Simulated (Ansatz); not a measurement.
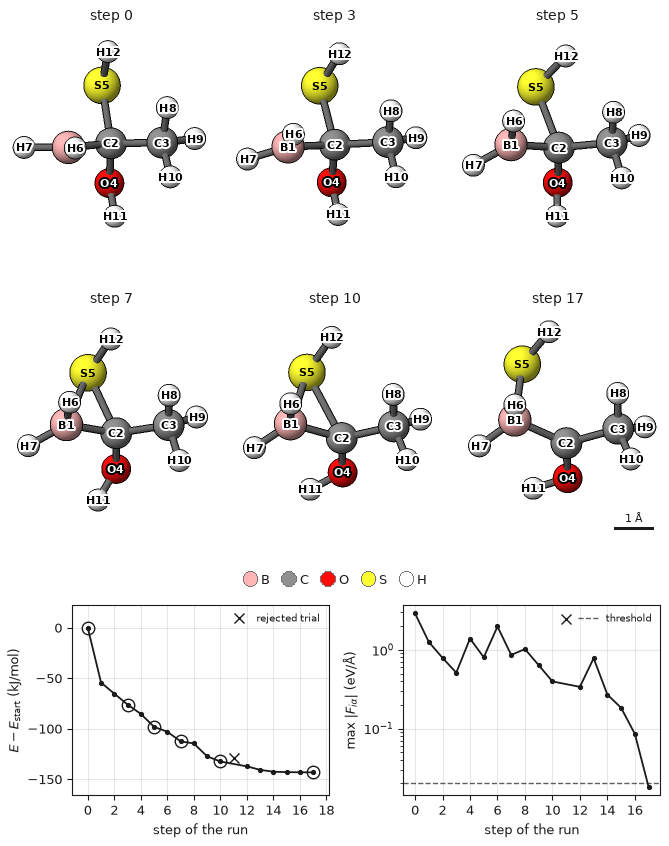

Frames of a relaxation of C₂H₇BOS, marked on the history of the run. The picture is a ball-and-stick view, seen face on.

The run prepares an end point of a later path (hydrogen shift) calculation, from a guessed geometry.

The calculation used RKS BHLYP/6-31G* (Ansatz). Set-up: no spin polarisation; force threshold 0.02 eV/Å; at most 50 steps.

Describe the path.

Answer. Over 16 accepted moves (17 points after the start) the energy falls by 143.1 kJ/mol. The largest force component goes from 2.9 to 0.018 eV/Å. The line search rejected the trial step at point 11 of the run. The largest move after the best rigid fit is that of H11, 0.92 Å. By element the largest moves are H 0.92 Å, S 0.83 Å, C 0.58 Å, O 0.55 Å, B 0.38 Å. Some distances before and after: B1–S5 2.754 → 1.968 Å, C2–S5 1.828 → 2.507 Å, O4–S5 2.578 → 3.226 Å, C3–S5 2.751 → 3.288 Å. New bonds form: B1–S5 (2.75 → 1.97 Å). Bonds break: C2–S5 (1.83 → 2.51 Å). Bond angles that change, for instance: B1–C2–C3 109.6° → 126.6°, C2–B1–H7 120.3° → 111.0°, C2–B1–H6 124.8° → 115.5°. From step 0 to 3: H6 moves most (0.38 Å), energy −75.9 kJ/mol. From step 3 to 5: H6 moves most (0.39 Å), energy −22.1 kJ/mol. From step 5 to 7: H11 moves most (0.36 Å), energy −14.3 kJ/mol. From step 7 to 10: H11 moves most (0.41 Å), energy −20.0 kJ/mol. From step 10 to 17: S5 moves most (0.31 Å), energy −10.7 kJ/mol.
